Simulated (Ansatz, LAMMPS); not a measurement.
# Structural relaxation of amorphous 62TiO2-38Al2O3 (mol %) (90 atoms), part 3 of 4

Wanted: the relaxed structure of amorphous 62TiO2-38Al2O3 (mol %) (90 atoms) and its electronic structure.

Ansatz 0.2.0; Kohn-Sham DFT, PBE, PAW (set soft_2), plane waves.

The cell: 15 Ti, 18 Al and 57 O. The quench rate of 50 K/ps is many orders above laboratory rates. The network of bonds at the start is that of the classical potential that made the cell. Only the Γ point is sampled in the main run, in a cell whose shortest periodic width is 10 Å.

So far. Step 4 (Cell and atoms relaxed): The relaxation changed the energy by -33.5 meV/atom, and atoms moved by 0.14 Å r.m.s., 0.45 Å at most.

### 6. Single point at the relaxed geometry

One more single point at the end of the walk gives the fuller output and checks the residual forces.

input.yaml reads:

```yaml
crystal:
  lattice:
    - [10.31095, 0.05218, 0.06265]
    - [0.05218, 10.15326, 0.03907]
    - [0.06265, 0.03907, 10.27746]
  atoms:
    - { symbol: Ti, position: [0.51618, 0.88572, 0.23647] }
    - { symbol: Ti, position: [0.68139, 0.40436, 0.5658] }
    - { symbol: Ti, position: [0.18724, 0.58681, 0.10723] }
    - { symbol: Ti, position: [0.0106, 0.29572, 0.23467] }
    - { symbol: Ti, position: [0.7262, 0.58271, 0.06663] }
    - { symbol: Ti, position: [0.68283, 0.25892, 0.92367] }
    - { symbol: Ti, position: [0.69689, 0.21841, 0.24322] }
    - { symbol: Ti, position: [0.18956, 0.87125, 0.30389] }
    - { symbol: Ti, position: [0.05769, 0.57046, 0.81049] }
    - { symbol: Ti, position: [0.45693, 0.53892, 0.7216] }
    - { symbol: Ti, position: [0.06253, 0.07061, 0.49834] }
    - { symbol: Ti, position: [0.91067, 0.027, 0.97476] }
    - { symbol: Ti, position: [0.84602, 0.9072, 0.29336] }
    - { symbol: Ti, position: [0.97237, 0.60979, 0.31878] }
    - { symbol: Ti, position: [0.22377, 0.86278, 0.89436] }
    - { symbol: Al, position: [0.86347, 0.9071, 0.67786] }
    - { symbol: Al, position: [0.17298, 0.82018, 0.6263] }
    - { symbol: Al, position: [0.67293, 0.09377, 0.50157] }
    - { symbol: Al, position: [0.34723, 0.33441, 0.9776] }
    - { symbol: Al, position: [0.03193, 0.36721, 0.55147] }
    - { symbol: Al, position: [0.35304, 0.40791, 0.49789] }
    - { symbol: Al, position: [0.48351, 0.86517, 0.66115] }
    - { symbol: Al, position: [0.69061, 0.72045, 0.46854] }
    - { symbol: Al, position: [0.43093, 0.09669, 0.83482] }
    - { symbol: Al, position: [0.19652, 0.10994, 0.04084] }
    - { symbol: Al, position: [0.56616, 0.82335, 0.9101] }
    - { symbol: Al, position: [0.3718, 0.11813, 0.53321] }
    - { symbol: Al, position: [0.7369, 0.65731, 0.76421] }
    - { symbol: Al, position: [0.36809, 0.68196, 0.45228] }
    - { symbol: Al, position: [0.85829, 0.20618, 0.70755] }
    - { symbol: Al, position: [0.41442, 0.2045, 0.24932] }
    - { symbol: Al, position: [0.18945, 0.2656, 0.7307] }
    - { symbol: Al, position: [0.46803, 0.48772, 0.21456] }
    - { symbol: O, position: [0.89847, 0.61471, 0.78026] }
    - { symbol: O, position: [0.70188, 0.71103, 0.92807] }
    - { symbol: O, position: [0.68597, 0.24949, 0.74555] }
    - { symbol: O, position: [0.86009, 0.59492, 0.17473] }
    - { symbol: O, position: [0.0758, 0.41446, 0.73256] }
    - { symbol: O, position: [0.3722, 0.79708, 0.30238] }
    - { symbol: O, position: [0.4948, 0.72412, 0.78551] }
    - { symbol: O, position: [0.10987, 0.71352, 0.23565] }
    - { symbol: O, position: [0.21008, 0.76038, 0.47354] }
    - { symbol: O, position: [0.65804, 0.2573, 0.44843] }
    - { symbol: O, position: [0.69822, 0.54512, 0.46119] }
    - { symbol: O, position: [0.02516, 0.91265, 0.61657] }
    - { symbol: O, position: [0.53177, 0.86544, 0.06837] }
    - { symbol: O, position: [0.32545, 0.00675, 0.94107] }
    - { symbol: O, position: [0.37878, 0.24469, 0.41192] }
    - { symbol: O, position: [0.2311, 0.0294, 0.47272] }
    - { symbol: O, position: [0.38549, 0.52502, 0.36233] }
    - { symbol: O, position: [0.33223, 0.57543, 0.59646] }
    - { symbol: O, position: [0.51986, 0.02006, 0.54805] }
    - { symbol: O, position: [0.01563, 0.95976, 0.35816] }
    - { symbol: O, position: [0.53891, 0.32579, 0.21353] }
    - { symbol: O, position: [0.87159, 0.74633, 0.39613] }
    - { symbol: O, position: [0.86101, 0.34754, 0.60044] }
    - { symbol: O, position: [0.83522, 0.3242, 0.24024] }
    - { symbol: O, position: [0.87111, 0.18498, 0.88307] }
    - { symbol: O, position: [0.71365, 0.42406, 0.98251] }
    - { symbol: O, position: [0.54767, 0.9647, 0.802] }
    - { symbol: O, position: [0.76021, 0.06158, 0.34564] }
    - { symbol: O, position: [0.34012, 0.48044, 0.09641] }
    - { symbol: O, position: [0.03099, 0.23459, 0.40824] }
    - { symbol: O, position: [0.49481, 0.23001, 0.92945] }
    - { symbol: O, position: [0.51073, 0.06268, 0.26328] }
    - { symbol: O, position: [0.08702, 0.98118, 0.94706] }
    - { symbol: O, position: [0.30696, 0.22526, 0.12257] }
    - { symbol: O, position: [0.37165, 0.4536, 0.84478] }
    - { symbol: O, position: [0.0902, 0.45738, 0.21925] }
    - { symbol: O, position: [0.04099, 0.17561, 0.6603] }
    - { symbol: O, position: [0.00906, 0.51436, 0.45713] }
    - { symbol: O, position: [0.34177, 0.16292, 0.69792] }
    - { symbol: O, position: [0.14173, 0.73237, 0.77414] }
    - { symbol: O, position: [0.21808, 0.98437, 0.18145] }
    - { symbol: O, position: [0.51495, 0.75037, 0.52477] }
    - { symbol: O, position: [0.71835, 0.15035, 0.07921] }
    - { symbol: O, position: [0.08218, 0.53945, 0.9826] }
    - { symbol: O, position: [0.03896, 0.17288, 0.11307] }
    - { symbol: O, position: [0.58452, 0.59954, 0.16472] }
    - { symbol: O, position: [0.25198, 0.74081, 0.0152] }
    - { symbol: O, position: [0.85396, 0.92436, 0.84816] }
    - { symbol: O, position: [0.64767, 0.52229, 0.71891] }
    - { symbol: O, position: [0.31075, 0.89128, 0.70086] }
    - { symbol: O, position: [0.66464, 0.82854, 0.32472] }
    - { symbol: O, position: [0.20959, 0.33661, 0.56268] }
    - { symbol: O, position: [0.74666, 0.78325, 0.6343] }
    - { symbol: O, position: [0.21402, 0.24426, 0.90374] }
    - { symbol: O, position: [0.86827, 0.91897, 0.12425] }
    - { symbol: O, position: [0.49444, 0.39449, 0.59708] }
    - { symbol: O, position: [0.80802, 0.05973, 0.60739] }
kpoints:
  mp_grid: { grid: [1, 1, 1] }
hamiltonian:
  xc: pbe
scf:
  occupations: { method: fermi_dirac, width: 0.025 }
output:
  forces: true
  stress: true
  populations: true
  dos:
    method: { smearing: { sigma: 0.08 } }
    de: 0.05
    projected: { site_lists: { Al: [Al], O: [O], Ti: [Ti] } }
  eigenvalues: true
  write_density: true
  write_potential: true
  volumetric_format: npy
```

Launch:

```bash
$ ansatz run input.yaml --threads 4 --pin off --max-ram 8192MiB --backend cpu --events-out ev --progress --plain --runs-dir out
```

Numbers of over 12 decimals in the logs are rounded to 6 here.

What it wrote:

```text
[...]
Crystal: 90 atoms, lattice volume = 1075.861 Å³
Basis set: ecut = 420 eV, 20995 PW (Γ), exchange–correlation on 144×144×144 points (8 copies of the dense FFT grid, shifted against one another)
Bands: 378, of which v1, the nominal top of the filled ones, is band 288 counted from 1 (287 counted from 0)
Symmetry: 1 space group operations
[...]
k-points: 1
[...]
SCF iter   1: F=—  HF=-79633.656145 eV  |F-HF|=—  |Δ(HF+E_count)|=         —  Δρ=4.13e-3  dr2=2.11e-1  ethr=1.77e-3  ⟨swp⟩=6.0  Hψ=1452  notcnv=0  defer=61
[...]
SCF iter  12: F=-79633.629029 eV  HF=-79633.629029 eV  |F-HF|=3.26e-8  |Δ(HF+E_count)|=   7.35e-8  Δρ=1.97e-6  dr2=4.83e-8  ethr=1.74e-11  ⟨swp⟩=15.0  Hψ=2692  notcnv=0
SCF 1 converged in 12 iterations: F = -79633.629029 eV  dr2 = 4.83e-8
[...]
SCF converged after 12 iterations
Free energy (F): -79633.629029 eV
[...]
Internal energy: -79633.629029 eV  (E = F + TS)
E sigma→0 (E₀):  -79633.629029 eV
Fermi energy:    6.943296 eV
[...]
--- Forces (eV/Å), atoms counted from 1 ---
  atom   1  Ti    -0.00570397    -0.00554620    -0.00370502
  atom   2  Ti    -0.00881416     0.00290878     0.00036236
  atom   3  Ti    -0.00430229    -0.00788782    -0.00722926
  atom   4  Ti    -0.00353432    -0.00031050     0.00077207
  atom   5  Ti    -0.00315193     0.00896060     0.00020751
  atom   6  Ti    -0.00479259     0.00595225     0.00738666
  atom   7  Ti     0.01402778     0.01108250     0.00020018
  atom   8  Ti     0.00171064     0.00641736     0.00051900
  atom   9  Ti     0.00803361    -0.00374925     0.00605612
  atom  10  Ti     0.00823472    -0.00088396    -0.00307832
  atom  11  Ti     0.00727765    -0.00345178    -0.00909081
  atom  12  Ti     0.00791192    -0.00473625     0.00008462
  atom  13  Ti    -0.00246582    -0.00298419    -0.00148327
  atom  14  Ti    -0.02031051    -0.00003593    -0.02367123
[...]
atom  89  O      0.00747405    -0.00230729     0.00107994
  atom  90  O     -0.00077106    -0.00443609     0.00204017
  max |Σ_I F_I| component: 1.83e-4 eV/Å
--- Stress (GPa, compression-positive) ---
       -0.002996      -0.000305      -0.002799
       -0.000303       0.004277      -0.000765
       -0.002803      -0.000770       0.002090
  P = ⅓ Tr σ = 0.0011 GPa (0.011 kbar)
--- Band table (eV) ---
[...]
--- Löwdin populations: 90 sites ---
  site symbol       q [e]
     0     Ti     10.5854
     1     Ti     10.5582
     2     Ti     10.6161
[...]
89      O      6.8516
  spilling = 0.005380 (of n_electrons = 576.000000)
```

The job ended after 15 s (4 threads of AMD EPYC 7B13 (Zen 3), shared host; peak memory 1.5 GiB).

Numbers from this run:

```yaml
free_energy: -79633.6290 eV
free_energy_per_atom: -884.8181 eV/atom
scf_cycles: 12
pressure: 0.001124 GPa
r_m_s_force_component: 0.00509 eV/Å
longest_force: 0.03119 eV/Å
fermi_energy: 6.943 eV
spacing_of_highest_filled_and_lowest_empty_level: 2.372 eV
spilling_of_the_projection: 0.00538
```

Löwdin charges by element and coordination (they lack the spilled electrons, 0.034 e an atom on average):

```csv
element,coordination,atoms,mean charge (e),spread,least,most
Al,all,18,1.27,0.0387,1.19,1.33
Al,4,9,1.30,0.0272,1.25,1.33
Al,5,7,1.26,0.0264,1.23,1.30
Al,6,2,1.21,0.0169,1.19,1.22
O,all,57,-0.717,0.0902,-0.854,-0.522
O,2,14,-0.611,0.0486,-0.678,-0.522
O,3,42,-0.752,0.0726,-0.854,-0.635
O,4,1,-0.751,0,-0.751,-0.751
Ti,all,15,1.40,0.0235,1.36,1.44
Ti,4,4,1.40,0.0117,1.38,1.41
Ti,5,7,1.4,0.0285,1.36,1.44
Ti,6,4,1.41,0.0194,1.39,1.44
```

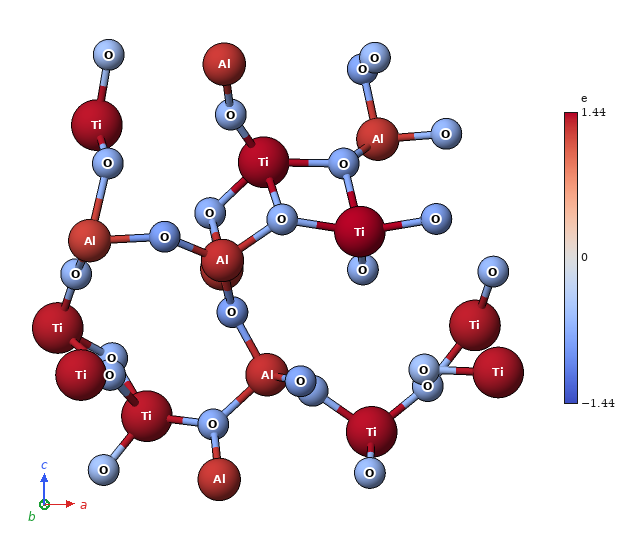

Atoms coloured by Löwdin charge. Drawn is a slice 4 Å thick, seen along the normal of the ac plane. Bonds to atoms that aren't drawn are left out.

States in the cell by windows of 1 eV, zero at the Fermi level; the larger projections on atomic orbitals stand beside the total:

```csv
from (eV),to (eV),total,O p,Ti d,O s
-18,-17,50.4,0.2,2.4,42.9
-17,-16,0.1,0.0,0.0,0.0
-16,-8,0.0,0.0,0.0,0.0
-8,-7,11.6,8.5,0.4,0.2
-7,-6,28.1,20.6,1.9,0.7
-6,-5,63.2,47.2,8.6,0.6
-5,-4,74.0,59.1,9.3,0.6
-4,-3,71.8,62.2,6.0,0.6
-3,-2,70.9,64.6,3.9,0.4
-2,-1,22.4,21.2,0.7,0.1
-1,1,0.0,0.0,0.0,0.0
1,2,29.2,3.3,24.8,0.3
2,3,49.2,7.9,37.5,1.1
3,4,37.6,7.5,25.0,1.8
4,5,32.5,7.6,19.9,1.8
```

Between -26 and -18 eV lie 64 more states.

The stored curve holds about 456 of the 576 electrons; the rest, give or take the few that broadening carries across the Fermi level, lie in deeper levels below its range.

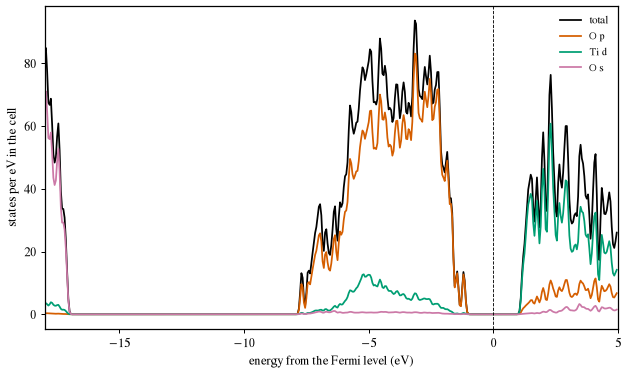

Total and projected density of states, with the broadening of the input.

The levels nearest the highest filled one (over half full), pooled over k-points and spins:

```csv
level less the highest filled one (eV),occupation
-0.628,2
-0.537,2
-0.483,2
-0.455,2
-0.265,2
0,2
2.37,0
2.47,0
2.54,0
2.60,0
2.63,0
2.69,0
```

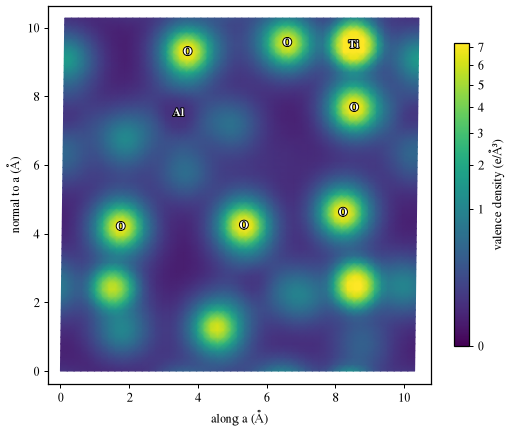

Valence density in the ac plane at fractional y = 0.249, with atoms of Ti and Al and O within 0.2 Å of it. It is the smooth field of the valence electrons, not physical close to the nuclei. The map starts off the cell's origin, so that atoms lie inside it. The colour scale is stretched toward low values.

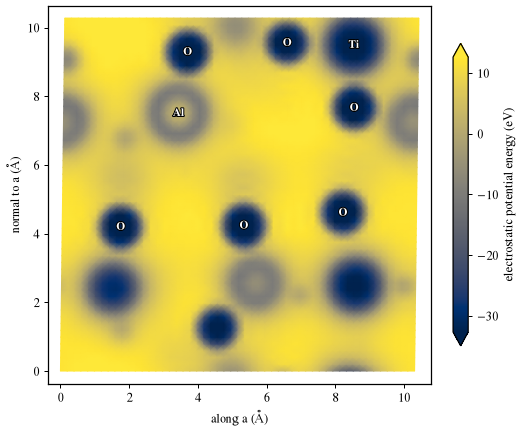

Electrostatic potential energy in the ac plane at fractional y = 0.249, with atoms of Ti and Al and O within 0.2 Å of it. With pseudopotentials it is smooth inside the atoms' cores, unlike the true potential. The map starts off the cell's origin, so that atoms lie inside it.

Mean Löwdin charges: Al +1.27, O -0.72, Ti +1.40 e (they miss 0.54 % of the electrons, so they add up to more than the cell's charge). The largest share in the top eV of filled states is O p (95 % of the projected weight), and in the lowest eV of empty states Ti d (85 % of the projected weight).

The surroundings of O77, whose charge lies farthest from its element's mean, nearest first, numbered as they follow in the input and with coordinates relative to it.

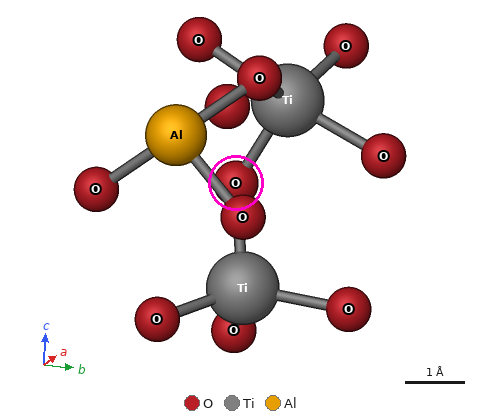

The atoms of the table, within 3.4 Å (arrows a, b, c point along x, y, z); some may hide others; the central atom is ringed.

```csv
atom,x,y,z,distance (Å),bonds,Löwdin charge (e)
O77,0.00,0.00,0.00,0.00,2,-0.52
Ti3,1.09,0.49,1.29,1.76,5,1.38
Ti9,-0.26,0.31,-1.77,1.81,4,1.39
O69,0.09,-0.82,2.43,2.57,3,-0.67
O80,1.76,2.05,0.35,2.73,2,-0.58
O38,-0.09,-1.28,-2.58,2.88,3,-0.67
O34,-1.90,0.75,-2.09,2.92,2,-0.65
O73,0.61,1.95,-2.13,2.96,3,-0.74
O62,2.66,-0.58,1.18,2.97,3,-0.73
O37,-2.28,0.56,1.96,3.06,2,-0.62
O41,0.31,1.78,2.61,3.17,3,-0.66
O87,1.34,-2.99,-0.81,3.38,3,-0.84
O68,2.97,-0.86,-1.40,3.40,2,-0.64
Al19,2.72,-2.07,-0.04,3.42,5,1.26
```

The column of bonds counts only the pairs O-Al within 2.43 Å, O-Ti within 2.64 Å; other neighbours, such as metal atoms beside each other in a compound, aren't counted, and periodic images can show an atom twice.

### 7. K-mesh 2×2×2

A denser mesh tests the sampling of the Brillouin zone.

input.yaml, as its differences from that of step 6:

```diff
@@ -8,3 +8,3 @@
 kpoints:
-  mp_grid: { grid: [1, 1, 1] }
+  mp_grid: { grid: [2, 2, 2] }
 hamiltonian:
@@ -22,4 +22 @@
   eigenvalues: true
-  write_density: true
-  write_potential: true
-  volumetric_format: npy
```

What it wrote:

```text
[...]
Crystal: 90 atoms, lattice volume = 1075.861 Å³
Basis set: ecut = 420 eV, 20995 PW (Γ), exchange–correlation on 144×144×144 points (8 copies of the dense FFT grid, shifted against one another)
Bands: 378, of which v1, the nominal top of the filled ones, is band 288 counted from 1 (287 counted from 0)
Symmetry: 1 space group operations
[...]
k-points: 8
[...]
SCF iter   1: F=—  HF=-79633.741742 eV  |F-HF|=—  |Δ(HF+E_count)|=         —  Δρ=4.12e-3  dr2=2.12e-1  ethr=1.77e-3  ⟨swp⟩=5.9  Hψ=11626  notcnv=0  defer=480
[...]
SCF iter  11: F=—  HF=-79633.713709 eV  |F-HF|=—  |Δ(HF+E_count)|=   2.43e-7  Δρ=4.01e-6  dr2=2.05e-7  ethr=1.82e-10  ⟨swp⟩=2.0  Hψ=4135  notcnv=0  defer=668
SCF iter  12: F=-79633.713709 eV  HF=-79633.713709 eV  |F-HF|=3.41e-8  |Δ(HF+E_count)|=   7.07e-8  Δρ=1.90e-6  dr2=4.58e-8  ethr=1.74e-11  ⟨swp⟩=10.6  Hψ=13669  notcnv=0
SCF 1 converged in 12 iterations: F = -79633.713709 eV  dr2 = 4.58e-8
[...]
SCF converged after 12 iterations
Free energy (F): -79633.713709 eV
[...]
Internal energy: -79633.713709 eV  (E = F + TS)
E sigma→0 (E₀):  -79633.713709 eV
Fermi energy:    6.931372 eV
[...]
Σ components = -79633.713709   (vs F -79633.713709, Δ=0.00e0)
--- Forces (eV/Å), atoms counted from 1 ---
  atom   1  Ti     0.00705884    -0.04741985     0.03081774
  atom   2  Ti    -0.00440417    -0.02379646     0.00943000
  atom   3  Ti    -0.00504840     0.00085385    -0.01897901
  atom   4  Ti     0.00467297    -0.01372260    -0.00565767
[...]
atom  90  O     -0.01820115    -0.00917566    -0.02581121
  max |Σ_I F_I| component: 1.75e-4 eV/Å
--- Stress (GPa, compression-positive) ---
       -0.008315      -0.003969       0.004222
       -0.003967      -0.009187      -0.007661
        0.004217      -0.007666       0.027911
  P = ⅓ Tr σ = 0.0035 GPa (0.035 kbar)
--- Band table (eV; the first three rows and the last of 8) ---
[...]
--- Löwdin populations: 90 sites ---
  site symbol       q [e]
     0     Ti     10.5846
     1     Ti     10.5566
     2     Ti     10.6158
[...]
89      O      6.8509
  spilling = 0.005377 (of n_electrons = 576.000000)
```

Elapsed: 2 min, on 4 threads; peak memory 6.3 GiB.

The program notes that it cut back its work space to fit the memory limit.

Geometry and reference: those of the single point at the relaxed geometry.

Forces differ from those of the single point at the relaxed geometry by 11 meV/Å r.m.s.; the energy by -0.94 meV/atom and the gap by -0.028 eV. It took 2 min and 12 cycles; the reference's time can't be set against it, since the two runs asked for unlike analyses.

[end of part 3 of 4]

[Logs are printed without paths, hosts, clocks, repeated set-up lines and the standing remarks that a program may print on its own settings, such as how far it seeks lower states.]

[Hosts, paths, dates, database ids (printed as entryN), source tags and the programs' standing remarks are cut or masked in the printed files.]
